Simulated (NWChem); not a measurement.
**SiCl3F (SiFCl3): levels of theory compared**

We compute a comparison of 3 runs (HF/STO-3G, HF/3-21G, B3LYP/6-31G*) of SiCl3F (SiFCl3). 

Program for the calculation: NWChem 7.3.0.

## Step 1: The molecule

SiCl3F has 5 atoms, charge 0, and is taken as a singlet. SMILES: `F[Si](Cl)(Cl)Cl`. Geometry: relaxed at GFN2-xTB.

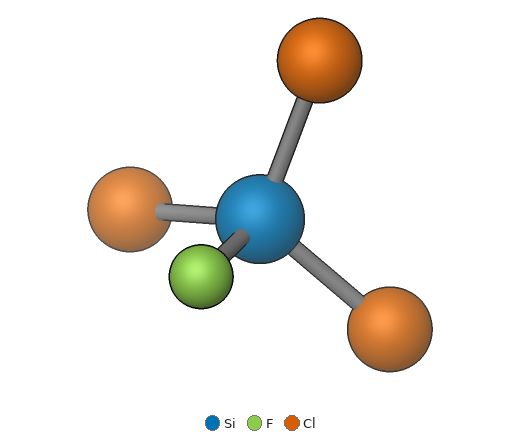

Viewed from a chosen angle; silicon blue, fluorine green, chlorine orange.

## Step 2: Energy and forces at HF/STO-3G (run 1)

input.nw reads:

```
start input
title "Cl3FSi gradient"
memory stack 880 mb heap 220 mb global 1100 mb

geometry units angstrom noautosym nocenter noautoz
  Si     0.001240     0.000280     0.001110
  F      0.008020    -0.015930     1.611740
  Cl     1.917960     0.008800    -0.546760
  Cl    -0.968370     1.664060    -0.517190
  Cl    -0.958850    -1.657200    -0.548890
end

basis spherical bse
  Si library STO-3G
  F library STO-3G
  Cl library STO-3G
end

scf
  thresh 1e-08
  maxiter 80
end

task scf gradient
```

The run is started by

```console
$ nwchem input.nw > input.out
```

What it wrote:

```text
[...]
  functions       =    41
[...]
  wavefunction    = RHF
[...]
         Total SCF energy =  -1747.552128400467
      One-electron energy =  -3327.357517345771
      Two-electron energy =   1126.584479291284
 Nuclear repulsion energy =    453.220909654020
        Time for solution =      2.0s
[...]
                         RHF ENERGY GRADIENTS
    atom               coordinates                        gradient
                 x          y          z           x          y          z
   1 Si      0.002343   0.000529   0.002098   -0.000089   0.000042  -0.065225
   2 F       0.015156  -0.030103   3.045747   -0.000084  -0.000189   0.008996
   3 Cl      3.624419   0.016630  -1.033227   -0.041199  -0.000353   0.018920
   4 Cl     -1.829954   3.144617  -0.977347    0.020505  -0.035675   0.018158
   5 Cl     -1.811964  -3.131654  -1.037252    0.020866   0.036175   0.019151
[...]
```

Run time: 3.3 s. Hardware: 1 thread of Intel Xeon Platinum 8488C (Sapphire Rapids), shared host; peak memory 0.1 GiB.

## Step 3: Energy and gradient at HF/3-21G (run 2)

run.py reads:

```python
from ase import Atoms
from ase.calculators.nwchem import NWChem

mol = Atoms(['Si', 'F', 'Cl', 'Cl', 'Cl'], positions=[
    [0.001240, 0.000280, 0.001110],
    [0.008020, -0.015930, 1.611740],
    [1.917960, 0.008800, -0.546760],
    [-0.968370, 1.664060, -0.517190],
    [-0.958850, -1.657200, -0.548890],
])

calc = NWChem(
    label='cl3fsi',
    theory='scf',
    memory='2200 mb',
    basis='3-21G',
    basispar='spherical bse',
    scf={'nopen': '0', 'rhf': None, 'thresh': '1e-08', 'maxiter': '80', 'print': 'low'},
)
mol.calc = calc

forces = mol.get_forces()
e = mol.get_potential_energy()
print(f"E = {e:.6f} eV")
print("forces (eV/A):")
for s, f in zip(mol.symbols, forces):
    print(f"{s:2s} {f[0]:10.5f} {f[1]:10.5f} {f[2]:10.5f}")
```

The run is started by

```console
$ export ASE_NWCHEM_COMMAND="nwchem PREFIX.nwi > PREFIX.nwo"
$ python run.py
```

What it wrote:

```text
E = -47847.246261 eV
forces (eV/A):
Si    0.00411    0.00087    2.63908
F     0.00771    0.00067    0.39590
Cl    2.68346    0.01975   -1.02325
Cl   -1.34104    2.32633   -0.97661
Cl   -1.35425   -2.34767   -1.03513
```

The calculator wrote cl3fsi.nwi:

```
title "cl3fsi"

permanent_dir cl3fsi

scratch_dir cl3fsi

start cl3fsi

geometry units angstrom nocenter noautosym noautoz
  Si 1.2400000000000000e-03 2.7999999999999998e-04 1.1100000000000001e-03
  F  8.0199999999999994e-03 -1.5930000000000000e-02 1.6117400000000000e+00
  Cl 1.9179600000000001e+00 8.8000000000000005e-03 -5.4676000000000002e-01
  Cl -9.6836999999999995e-01 1.6640600000000001e+00 -5.1719000000000004e-01
  Cl -9.5884999999999998e-01 -1.6572000000000000e+00 -5.4888999999999999e-01
end

memory 2200 mb

basis spherical bse noprint
   * library 3-21G
end

scf
  nopen 0
  rhf
  thresh 1e-08
  maxiter 80
  print low
end

task scf gradient
```

cl3fsi.nwo:

```text
Northwest Computational Chemistry Package (NWChem) 7.3.0
             --------------------------------------------------------

           Job information
           ---------------

    nwchem branch   = 7.3.0
    use scalapack   = T
    input           = cl3fsi.nwi
    prefix          = cl3fsi.
    data base       = cl3fsi/cl3fsi.db
    status          = startup
    nproc           =        1

           Memory information
           ------------------

    heap     =     72089598 doubles =      550.0 Mbytes
    stack    =     72089595 doubles =      550.0 Mbytes
    global   =    144179200 doubles =     1100.0 Mbytes (distinct from heap & stack)
    total    =    288358393 doubles =     2200.0 Mbytes
    verify   = yes
    hardfail = no

           Directory information
           ---------------------

  0 permanent = cl3fsi
  0 scratch   = cl3fsi

                                NWChem Input Module
                                -------------------

                                      cl3fsi
                                      ------

[... 25 lines left out ...]
            Nuclear Dipole moment (a.u.)
[... 48 lines left out ...]
  ao basis        = "ao basis"
  functions       =    61
  atoms           =     5
  closed shells   =    37
  open shells     =     0
  charge          =   0.00
  wavefunction    = RHF
  input vectors   = atomic
  output vectors  = cl3fsi/cl3fsi.movecs
  use symmetry    = F
  symmetry adapt  = F

 Forming initial guess at       0.0s

 Starting SCF solution at       0.1s

       Final RHF  results
       ------------------

         Total SCF energy =  -1758.353882384803
      One-electron energy =  -3336.925568549336
      Two-electron energy =   1125.350776510513
 Nuclear repulsion energy =    453.220909654019

        Time for solution =      2.3s

                              NWChem Gradients Module
                              -----------------------

                         RHF ENERGY GRADIENTS

    atom               coordinates                        gradient
                 x          y          z           x          y          z
   1 Si      0.002343   0.000529   0.002098   -0.000080  -0.000017  -0.051322
   2 F       0.015156  -0.030103   3.045747   -0.000150  -0.000013  -0.007699
   3 Cl      3.624419   0.016630  -1.033227   -0.052185  -0.000384   0.019899
   4 Cl     -1.829954   3.144617  -0.977347    0.026079  -0.045240   0.018992
   5 Cl     -1.811964  -3.131654  -1.037252    0.026336   0.045655   0.020130

 Task  times  cpu:        3.0s     wall:        3.0s
 Total times  cpu:        3.0s     wall:        3.0s
```

Wall time 4.2 s (1 thread of Intel Xeon Platinum 8488C (Sapphire Rapids), shared host); peak memory 0.099 GiB.

## Step 4: Energy and forces at B3LYP/6-31G(d) (Cartesian functions) (run 3)

struct.nw reads:

```
start struct
memory stack 880 mb heap 220 mb global 1100 mb
geometry units angstroms noautosym nocenter noautoz
Si       0.001240       0.000280       0.001110
F        0.008020      -0.015930       1.611740
Cl       1.917960       0.008800      -0.546760
Cl      -0.968370       1.664060      -0.517190
Cl      -0.958850      -1.657200      -0.548890
end
basis cartesian
* library 6-31G*
end
dft
xc b3lyp
grid fine
convergence energy 1e-08
maxiter 100
mulliken
print low
end
task dft gradient
```

The run is started by

```console
$ nwchem struct.nw > struct.out
```

What it wrote:

```text
[...]
 d= 0,ls=0.0,diis     1  -1770.0213719358 -2.22D+03  2.13D-02  1.22D+00     2.4
[...]
 d= 0,ls=0.0,diis     8  -1770.1294225962 -7.44D-09  3.22D-06  1.28D-07    14.6
         Total DFT energy =    -1770.129422596214
      One electron energy =    -3349.559514998574
           Coulomb energy =     1242.560709822999
    Exchange-Corr. energy =     -116.351527074659
 Nuclear repulsion energy =      453.220909654020
[...]
      Total Density - Mulliken Population Analysis
     ---------------------------------------------
    Atom       Charge   Shell Charges
 -----------   ------   -------------------------------------------------------
    1 Si  14    13.27   2.00  1.99  5.96  1.01  1.65 -0.02  0.31  0.37
    2 F    9     9.32   1.99  0.96  3.31  0.92  2.06  0.08
    3 Cl  17    17.14   2.00  1.99  5.97  1.46  3.66  0.53  1.54 -0.02
    4 Cl  17    17.14   2.00  1.99  5.97  1.46  3.66  0.53  1.54 -0.02
    5 Cl  17    17.14   2.00  1.99  5.97  1.46  3.66  0.53  1.54 -0.02
[...]
                         DFT ENERGY GRADIENTS
    atom               coordinates                        gradient
                 x          y          z           x          y          z
   1 Si      0.002343   0.000529   0.002098    0.000085  -0.000002  -0.035906
   2 F       0.015156  -0.030103   3.045747   -0.000089  -0.000149   0.006113
   3 Cl      3.624419   0.016630  -1.033227   -0.017451  -0.000218   0.009991
   4 Cl     -1.829954   3.144617  -0.977347    0.008566  -0.015138   0.009645
   5 Cl     -1.811964  -3.131654  -1.037252    0.008889   0.015506   0.010157
 Task  times  cpu:       20.2s     wall:       20.2s
 Total times  cpu:       20.2s     wall:       20.2s
```

It took 21 s on 1 thread of Intel Xeon Platinum 8488C (Sapphire Rapids), shared host; peak memory 0.12 GiB.

## Step 5: The series

```
run                               level  Cartesian functions  iteration cap   energy (Eh)  largest force (eV/Å)  wall time
  1                           HF/STO-3G                   no             80  -1747.552128                 3.354      3.3 s
  2                            HF/3-21G                   no             80  -1758.353882                 2.901      4.2 s
  3  B3LYP/6-31G* (Cartesian functions)                  yes            100  -1770.129423                 1.846       21 s
```

## Step 6: What came out

| quantity | value |
| --- | --- |
| run 3: total energy | -1770.12942 Eh |
| run 3: largest force on an atom | 1.846 eV/Å |

In words: In run 1 the basis is minimal, so the values are rough. All runs together took 29 s, the longest 21 s.
